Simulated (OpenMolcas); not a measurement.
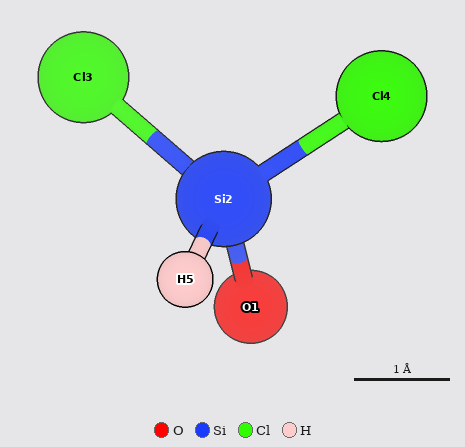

Figure 1. The input geometry (ball-and-stick view, seen at a tilt; atoms are numbered from 1 in the order of the input).

SiHCl$_{2}$O: single-point calculation (part 1 of 3)

The run: single-point calculation of SiHCl$_{2}$O, multiplicity 2. Method and program: HF/ANO-R0, ROHF, sfX2C (OpenMolcas 26.06).

The geometry comes from this level: PBE0-D4/def2-TZVP.

Input
```
* Cl2HOSi Hartree-Fock

&GATEWAY
 Coord
 coord.xyz
 Basis
 ANO-R0
 Group
 NoSym

&SEWARD

&SCF
 UHF
 Spin
 2
 PrOrbitals
 0

&RASSCF
 FileOrb
 $Project.UnaOrb
 Spin
 2
 Nactel
 1 0 0
 Inactive
 28
 Ras2
 1
 OutOrbitals
 Canonical
 OrbListing
 Nothing
```

File coord.xyz
```
5

O      0.092100    -0.719000     1.517100
Si     0.084300    -0.040000     0.014900
Cl    -0.523700     1.894600     0.060800
Cl    -1.112100    -1.056100    -1.269800
H      1.509200    -0.153100    -0.364300
```

Machine: 1 thread of Intel Xeon (Granite Rapids), 64 GiB of memory available, shared host.

Run as:
```bash
export MOLCAS_MEM=1860
pymolcas step1.input > step1.log
```

What the program printed
```
--- Start Module: gateway ---

                                              &GATEWAY

                       available to each process: 1.9 GB of memory, 1 thread

++    Symmetry information:
      ---------------------

                    Character Table for C1

                             E
                    a        1  x, y, xy, Rz, z, xz, Ry, yz, Rx, I
--

++    Basis set information:
      ----------------------

      Basis set label: O.ANO-R...2S1P.

      Electronic valence basis set:
      ------------------
      Associated Effective Charge   8.000000 au
      Associated Actual Charge      8.000000 au
      Nuclear Model: Finite nucleus - Gaussian distribution
        Gaussian exponent, Xi/bohr**(-2):  5.86314E+08

      Shell  nPrim  nBasis  Cartesian Spherical Contaminant
         s      13       2        X
         p       8       1        X

      Basis set label: SI.ANO-R...3S2P.

      Electronic valence basis set:
      ------------------
      Associated Effective Charge  14.000000 au
      Associated Actual Charge     14.000000 au
      Nuclear Model: Finite nucleus - Gaussian distribution
        Gaussian exponent, Xi/bohr**(-2):  4.34677E+08

      Shell  nPrim  nBasis  Cartesian Spherical Contaminant
         s      16       3        X
         p      11       2        X

      Basis set label: CL.ANO-R...3S2P.

      Electronic valence basis set:
      ------------------
      Associated Effective Charge  17.000000 au
      Associated Actual Charge     17.000000 au
      Nuclear Model: Finite nucleus - Gaussian distribution
        Gaussian exponent, Xi/bohr**(-2):  3.84638E+08

      Shell  nPrim  nBasis  Cartesian Spherical Contaminant
         s      17       3        X
         p      11       2        X

      Basis set label: H.ANO-R...1S.

      Electronic valence basis set:
      ------------------
      Associated Effective Charge   1.000000 au
      Associated Actual Charge      1.000000 au
      Nuclear Model: Finite nucleus - Gaussian distribution
        Gaussian exponent, Xi/bohr**(-2):  2.12482E+09

      Shell  nPrim  nBasis  Cartesian Spherical Contaminant
         s       7       1        X
--

++    Molecular structure info:
      -------------------------

                    ************************************************
                    **** Cartesian Coordinates / bohr, angstrom ****
                    ************************************************

     Center  Label                x              y              z                     x              y              z
        1      O1               0.174044      -1.358713       2.866904              0.092100      -0.719000       1.517100
        2      SI2              0.159304      -0.075589       0.028157              0.084300      -0.040000       0.014900
        3      CL3             -0.989650       3.580275       0.114895             -0.523700       1.894600       0.060800
        4      CL4             -2.101564      -1.995740      -2.399574             -1.112100      -1.056100      -1.269800
        5      H5               2.851975      -0.289317      -0.688427              1.509200      -0.153100      -0.364300

                    ***************************************
                    *    InterNuclear Distances / bohr    *
                    ***************************************

               1 O1            2 SI2           3 CL3           4 CL4           5 H5
    1 O1       0.000000
    2 SI2      3.115302        0.000000
    3 CL3      5.772464        3.833140        0.000000
    4 CL4      5.772346        3.833064        6.216981        0.000000
    5 H5       4.577696        2.794575        5.511547        5.511574        0.000000

                    *******************************************
                    *    InterNuclear Distances / angstrom    *
                    *******************************************

               1 O1            2 SI2           3 CL3           4 CL4           5 H5
    1 O1       0.000000
    2 SI2      1.648547        0.000000
    3 CL3      3.054656        2.028410        0.000000
    4 CL4      3.054594        2.028370        3.289885        0.000000
    5 H5       2.422412        1.478825        2.916585        2.916600        0.000000
--

            Nuclear Potential Energy            266.66546212 au

--- Stop Module: gateway /rc=_RC_ALL_IS_WELL_ ---

--- Start Module: seward ---

                                              &SEWARD

                       available to each process: 1.9 GB of memory, 1 thread

               SEWARD will generate:
                  Multipole Moment integrals up to order  2
                  Kinetic Energy integrals
                  Nuclear Attraction integrals (finite nuclei - Gaussian type)
                  One-Electron Hamiltonian integrals
                  Velocity integrals
                  Relativistic X2C integrals
                  Orbital angular momentum around ( -0.8526   0.2721  -0.2954 )
                  Velocity quadrupole around ( -0.8526   0.2721  -0.2954 )
                  Atomic mean-field integrals
                  Two-Electron Repulsion integrals

                   Integrals are discarded if absolute value <: 1.00E-14
                   Integral cutoff threshold is set to       <: 1.00E-16

            Nuclear Potential Energy            266.66546212 au

      Basis set specifications :
      Symmetry species         a
      Basis functions           33

--- Stop Module: seward /rc=_RC_ALL_IS_WELL_ ---
--- Module seward spent 1 second ---

--- Start Module: scf ---

                                                &SCF

                       available to each process: 1.9 GB of memory, 1 thread

++    Input section:
      --------------

      Header of the integral files:

      Cartesian coordinates in angstrom:
      -----------------------------------------------------
      No.  Label        X            Y            Z
      -----------------------------------------------------
       1   O1         0.09210000  -0.71900000   1.51710000
       2   SI2        0.08430000  -0.04000000   0.01490000
       3   CL3       -0.52370000   1.89460000   0.06080000
       4   CL4       -1.11210000  -1.05610000  -1.26980000
       5   H5         1.50920000  -0.15310000  -0.36430000
      -----------------------------------------------------
      Nuclear repulsion energy =  266.66546212
--

++    Orbital specifications:
      -----------------------

      Symmetry species               1
                                     a
      Frozen orbitals                0
      Occupied orbitals alpha       29
      Occupied orbitals beta        28
      Secondary orbitals alpha       4
      Secondary orbitals beta        5
      Deleted orbitals               0
      Total number of orbitals      33
      Number of basis functions     33
--

      Molecular charge                           0.000

++    Optimization specifications:
      ----------------------------

      SCF Algorithm: Conventional USCF
      D(i)-D(i-1) density differences are used
      Number of density matrices in core                 5
      Maximum number of NDDO SCF iterations            400
      Maximum number of HF SCF iterations              400
      Threshold for SCF energy change             1.00E-09
      Threshold for density matrix                1.00E-04
      Threshold for Fock matrix                   1.50E-04
      Threshold for linear dependence             1.00E-09
      Threshold at which DIIS is turned on        1.50E-01
      Maximum depth in the DIIS procedure                5
      Maximum depth in the BFGS Hessian update          30
      Threshold at which QNR/C2DIIS is turned on  7.50E-02
      Threshold for Norm(delta) (QNR/C2DIIS)      1.00E-03
      All orbitals punched on: UHFORB
--

      Input vectors read from INPORB
      Orbital file label: *Guess orbitals

++ Convergence information
                               UHF SCF        iterations: Energy and convergence statistics

Iter     Tot. SCF        One-elec.       Two-elec.     Energy      Max Dij or  Max Fij      DNorm      TNorm      AccCon     Time
         Energy          Energy          Energy        Change      Delta Norm                                                in Sec.

 The total and one-electron energies are shifted by a value of      1000. a.u.

   1  -285.660041017 -1312.594902516   760.269399380   0.00E+00    9.90E-01*   1.94E-01*    1.06E+01   1.57E+02   None         0.
   2  -282.715719866 -1313.585768442   764.204586457   2.94E+00*   5.12E-01*   1.72E-01*    1.00E+01   1.58E+02   EDIIS        0.
   3  -286.282985850 -1312.852382022   759.903934053  -3.57E+00*   4.78E-01*   2.53E-01*    3.39E+00   1.58E+02   EDIIS        0.
   4  -286.443903240 -1312.723329978   759.613964618  -1.61E-01*   2.97E-01*   1.30E-01*    2.79E+00   1.58E+02   EDIIS        0.
   5  -286.506419765 -1312.684598900   759.512717016  -6.25E-02*   1.24E-01*   6.33E-02*    1.33E+00   1.58E+02   EDIIS        0.
   6  -286.522836747 -1312.591755083   759.403456217  -1.64E-02*   3.41E-02*   1.37E-02*    7.56E-01   1.58E+02   c2DIIS       0.
   7  -286.525186450 -1312.608523279   759.417874709  -2.35E-03*   3.83E-02*   4.70E-03*    1.46E-01   1.58E+02   QNRc2DIIS    0.
   8  -286.525582379 -1312.602199219   759.411154721  -3.96E-04*   6.12E-02*   3.06E-03*    7.87E-02   1.58E+02   QNRc2DIIS    0.
   9  -286.525855319 -1312.594031215   759.402713776  -2.73E-04*   1.56E-02*   1.54E-03*    1.23E-01   1.58E+02   QNRc2DIIS    0.
  10  -286.525896484 -1312.590177320   759.398818717  -4.12E-05*   3.59E-02*   1.29E-03*    2.86E-02   1.58E+02   QNRc2DIIS    0.
  11  -286.525960117 -1312.581676101   759.390253864  -6.36E-05*   1.61E-02*   6.69E-04*    6.20E-02   1.58E+02   QNRc2DIIS    0.
  12  -286.525971627 -1312.577684829   759.386251083  -1.15E-05*   2.41E-03*   2.94E-04*    2.74E-02   1.58E+02   QNRc2DIIS    0.
  13  -286.525972680 -1312.577623973   759.386189174  -1.05E-06*   3.16E-03*   2.03E-04*    4.93E-03   1.58E+02   QNRc2DIIS    0.
  14  -286.525973319 -1312.577584527   759.386149089  -6.39E-07*   4.55E-04    3.80E-05     6.58E-03   1.58E+02   QNRc2DIIS    0.
  15  -286.525973354 -1312.577493333   759.386057860  -3.51E-08*   3.45E-04    2.26E-05     9.18E-04   1.58E+02   QNRc2DIIS    0.
  16  -286.525973365 -1312.577419100   759.385983615  -1.06E-08*   6.05E-05    6.26E-06     7.01E-04   1.58E+02   QNRc2DIIS    0.
  17  -286.525973366 -1312.577413345   759.385977860  -5.52E-10    3.13E-05    2.50E-06     1.31E-04   1.58E+02   QNRc2DIIS    0.

       Convergence after  17 Iterations
--

 *****************************************************************************************************************************
 *                                             SCF/KS-DFT Program, Final results                                             *
 *                                                       Final Results                                                       *
 *****************************************************************************************************************************

::    Total SCF energy                              -1286.5259733657
      One-electron energy                           -2312.5774133450
      Two-electron energy                             759.3859778602
      Nuclear repulsion energy                        266.6654621191
      Kinetic energy (interpolated)                  1312.3312744909
      Virial theorem                                    0.9803362904
      Total spin, S(S+1)                                0.7581844580
      Total spin, S                                     0.5040838899
      Max non-diagonal density matrix element           0.0000125369
      Max non-diagonal Fock matrix element              0.0000020806

      No orbitals printed

++    Static properties:
      ------------------

      LoProp Charges per center

                   O1       SI2      CL3      CL4      H5
      Nuclear      8.0000  14.0000  17.0000  17.0000   1.0000
      Electronic  -8.1572 -13.4583 -17.1434 -17.1433  -1.0978

      Total       -0.1572   0.5417  -0.1434  -0.1433  -0.0978
--

      No orbitals printed

++    Molecular charges:
      ------------------

      Mulliken charges per centre
      ---------------------------

                            O1                      SI2                     CL3                     CL4                     H5
                     alpha        beta       alpha        beta       alpha        beta       alpha        beta       alpha        beta
      Total        4.6383      3.5771      6.5866      6.7249      8.6027      8.6002      8.6027      8.6002      0.5698      0.4975
      Total              8.2154                 13.3115                 17.2029                 17.2029                  1.0673

      Charge           -0.2154                  0.6885                 -0.2029                 -0.2029                 -0.0673

      Total electronic charge=   57.000000

      Total            charge=   -0.000000
--

++    Static properties:
      ------------------

      LoProp Charges per center

                   O1       SI2      CL3      CL4      H5
      Nuclear      8.0000  14.0000  17.0000  17.0000   1.0000
      Electronic  -8.1572 -13.4583 -17.1434 -17.1433  -1.0978

      Total       -0.1572   0.5417  -0.1434  -0.1433  -0.0978
--
```
